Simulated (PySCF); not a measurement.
**A diatomic session: AlP**

One job finds the state of AlP, follows it along the bond with each method and fits the curves.

Computed with PySCF 2.14.0. Level: Al x2c-SVPall, P x2c-SVPall, spin-free X2C with a Gaussian nucleus.

## 1. Input

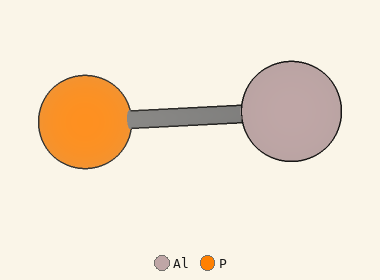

The two atoms at the starting distance (aluminium light grey, phosphorus orange).

A driver script around PySCF takes these settings:

```
atoms                         : Al, P
charge                        : 0
basis                         : Al x2c-SVPall, P x2c-SVPall
Hamiltonian                   : spin-free X2C with a Gaussian nucleus
basis functions               : 36
electrons treated             : 28
masses in u                   : 26.9815, 30.9738
levels                        : PBE0, PBE, r²SCAN, M06-2X, LDA, M06, CAM-B3LYP, HF, MP2, SCS-MP2, CCSD, CCSD(T)
grid                          : 80 radial by 434 angular points
occupations                   : held fixed by the projection of orbital angular momentum
dissociation limit            : Al + P, each in its ground configuration
starting distance in angstrom : 2.260
values of 2S to try           : 0, 2, 4
```

The run is started by

```sh
> OMP_NUM_THREADS=1 python dia.py task.json out
```

Further steps of the session: PBE0 along the bond; Other states along the same grid; PBE (GGA); r²SCAN; M06-2X (hybrid meta-GGA); LDA (local density); M06; CAM-B3LYP; UHF (mean field); Adding correlation.

Q: Predict the outcome of this session. Wanted: for each run, Re; ωe; De; μ.

The runs gave:

Lowest PBE0 solution found, without spin–orbit coupling: ³Σ⁻ (triplet), unpaired electrons π ↑↑. State 2 has its PBE0 minimum 0.02 eV higher. State 3 has its PBE0 minimum 0.16 eV higher, as a spin-mixed determinant (⟨S²⟩ = 1.02), so this is no gap between pure states. State 4 has its PBE0 minimum 0.33 eV higher, as a spin-mixed determinant (⟨S²⟩ = 1.01), so this is no gap between pure states. The other levels ran on the lowest alone.

| level | Re (Å) | ωe (cm⁻¹) | De (eV) | μ (D) |
| --- | --- | --- | --- | --- |
| UHF | 2.427 | 381 | 1.09 | -1.03 |
| UHF-MP2 | 2.409 | 390 | 1.66 | n/a |
| UHF-SCS-MP2 | 2.417 | 384 | 1.65 | n/a |
| UHF-CCSD | 2.414 | 384 | 1.66 | n/a |
| UHF-CCSD(T) | 2.416 | 381 | 1.73 | n/a |
| LDA | 2.425 | 371 | 2.74 | -0.47 |
| PBE | 2.452 | 359 | 2.35 | -0.63 |
| r²SCAN | 2.433 | 368 | 2.19 | -0.66 |
| PBE0 | 2.428 | 374 | 2.23 | -0.76 |
| M06 | 2.419 | 386 | 2.44 | -0.70 |
| M06-2X | 2.413 | 379 | 2.36 | -0.93 |
| CAM-B3LYP | 2.414 | 382 | 2.17 | -0.81 |

De is counted to Al + P in their ground configurations. A positive dipole means Al(−)P(+).

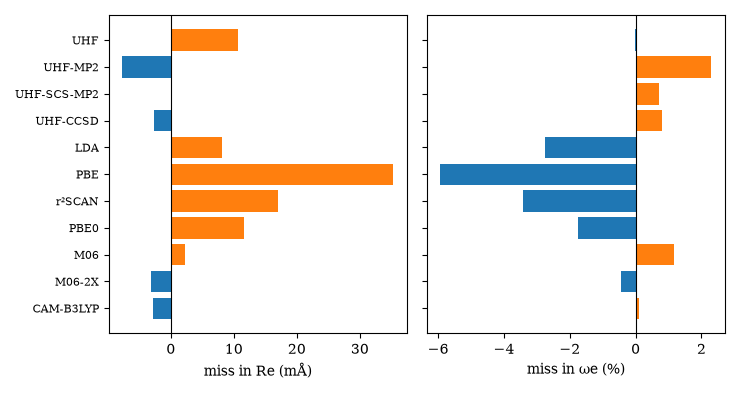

How far each level lies from CCSD(T) in the same basis.

In words: Against CCSD(T) in the same basis, the bond length is nearest at UHF-SCS-MP2 (0 mÅ) and farthest at PBE (+35 mÅ); the wavenumber is nearest at UHF (0.0 %) and farthest at PBE (-5.9 %). CCSD(T) in a basis this small is itself some way from its limit, more so than the functionals. Among the levels with a De in the table, it runs from 1.09 eV (UHF) to 2.74 eV (LDA).

Correlated steps freeze 10 core orbitals. At some levels the lowest empty orbital lies below the highest filled one (the two can be of opposite spin).
